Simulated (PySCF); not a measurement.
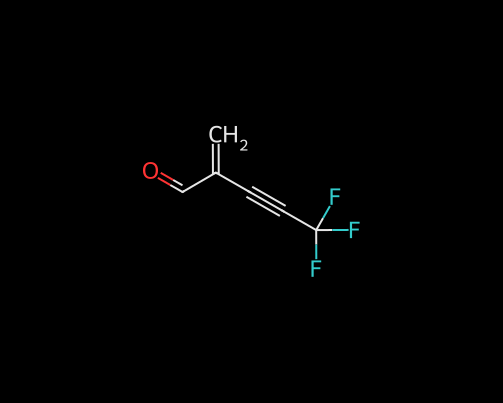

2D structure.

Give its SMILES.

Answer. C=C(C#CC(F)(F)F)C=O

What is the molecular formula?

Answer. C6H3F3O.

An optimisation with GFN2-xTB gave a structure of which point group?

Answer. C1. Other conformers may differ.

More results for the same structure follow; atom numbers are the same in all pictures, views and colours differ. Computed geometry: GFN2-xTB optimisation. No frequency run is at hand to confirm it as a minimum.

Bond orders

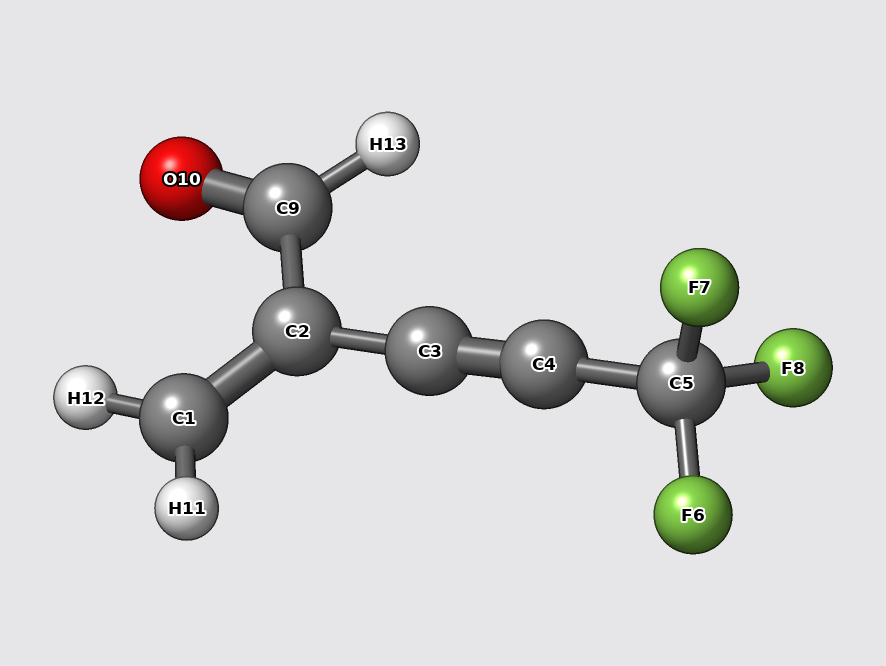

The thickness of each stick grows with its Mayer bond order. No frequency run is at hand to confirm it as a minimum. Computed with PBE0/pcSseg-1 (PySCF 2.14.0).

List the Mayer bond orders of C1–C2, C1–H11, C1–H12, C2–C3, C2–C9, C3–C4, C4–C5, C5–F6, C5–F7, C5–F8, C9–O10, C9–H13.

```csv
bond,Mayer order,length (Å)
C1–C2,1.88,1.339
C1–H11,0.95,1.076
C1–H12,0.92,1.078
C2–C3,0.95,1.412
C2–C9,1.00,1.489
C3–C4,2.03,1.203
C4–C5,1.19,1.454
C5–F6,0.97,1.342
C5–F7,0.97,1.342
C5–F8,0.97,1.342
C9–O10,2.02,1.199
C9–H13,0.95,1.104
```

Quadrupole coupling

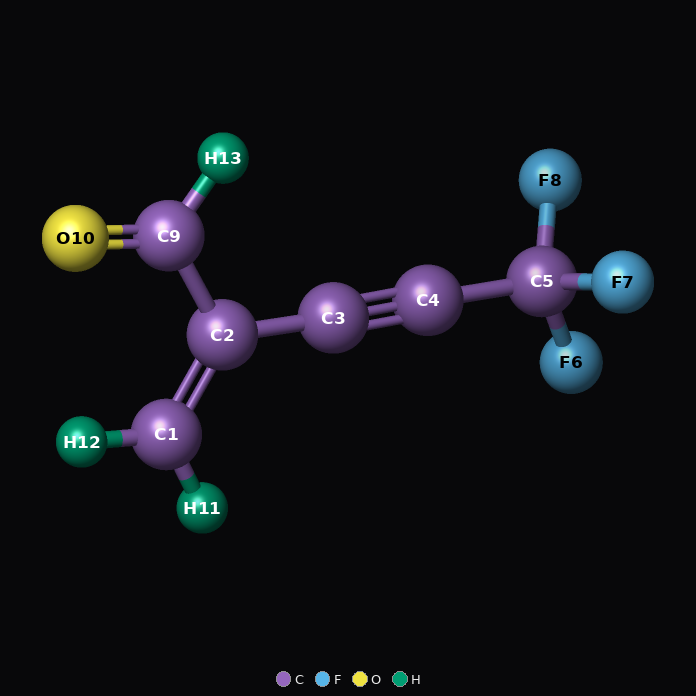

No frequency run is at hand to confirm it as a minimum. Electric field gradients from the ground-state density, PBE0/pcSseg-1 (PySCF 2.14.0), non-relativistic apart from any core potentials.

Give the largest field-gradient component, the quadrupole coupling constant and the asymmetry for 17O at O10 (Q = −25.6 mb).

```csv
atom,V_zz (a.u.),e²qQ/h (MHz),η
O10,−1.988,11.96,0.57
```

Dipole moment

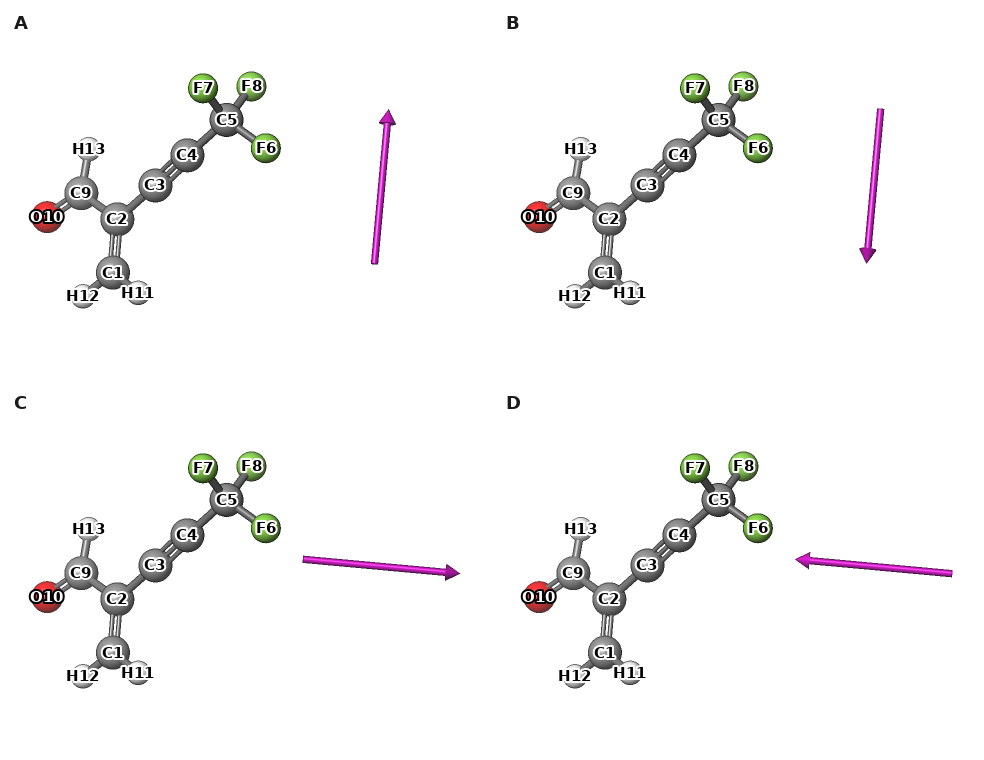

The same molecule four times, each with an arrow. No frequency run is at hand to confirm it as a minimum. Properties computed with PBE0/def2-SVPD, gas phase (PySCF 2.14.0).

Which arrow points along the dipole moment, from the negative to the positive end?

Answer. B. The dipole moment is 1.77 D; it points from the side of F8 to the side of H11, H12 (the outermost atoms at the two ends).

NMR shielding

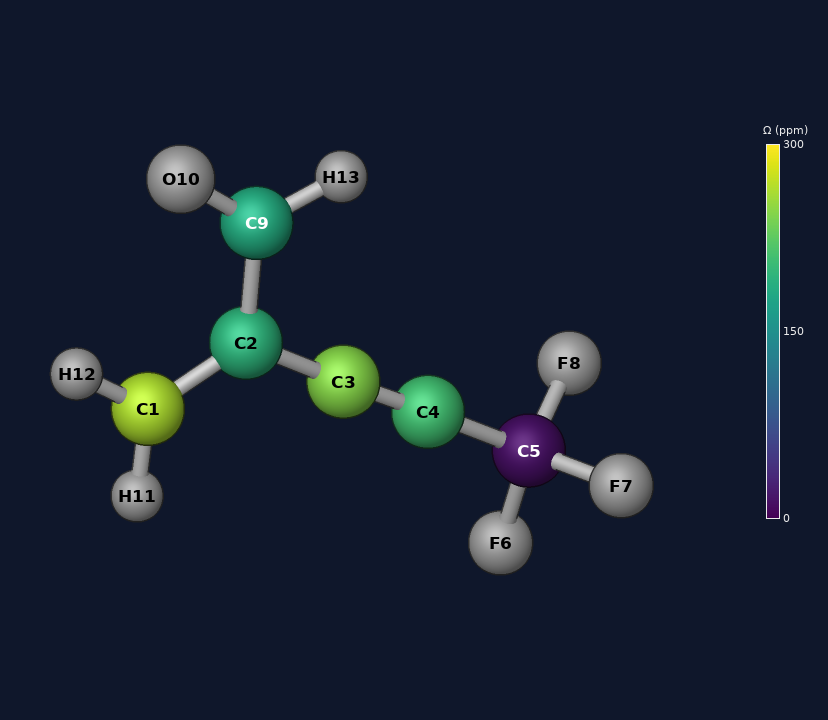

The C atoms are coloured by the span of their shielding tensor. No frequency run is at hand to confirm it as a minimum. Level of theory: GIAO PBE0/pcSseg-1 NMR shielding, non-relativistic, gas phase (PySCF 2.14.0). Principal shieldings σ11 ≤ σ22 ≤ σ33, span Ω = σ33 − σ11, skew κ = 3(σiso − σ22)/Ω.

Give the shielding tensors of the C atoms.

| atom | σ11 | σ22 | σ33 | σiso | Ω | κ |
| --- | --- | --- | --- | --- | --- | --- |
| C1 | −87.7 | 21.8 | 175.9 | 36.7 | 263.6 | 0.17 |
| C2 | −50.7 | 74.1 | 144.8 | 56.1 | 195.4 | −0.28 |
| C3 | 11.4 | 15.4 | 256.8 | 94.5 | 245.4 | 0.97 |
| C4 | 23.6 | 40.1 | 232.6 | 98.8 | 209.0 | 0.84 |
| C5 | 54.1 | 66.4 | 67.3 | 62.6 | 13.2 | −0.87 |
| C9 | −96.0 | −5.2 | 89.7 | −3.8 | 185.8 | 0.02 |

Shieldings and span in ppm.
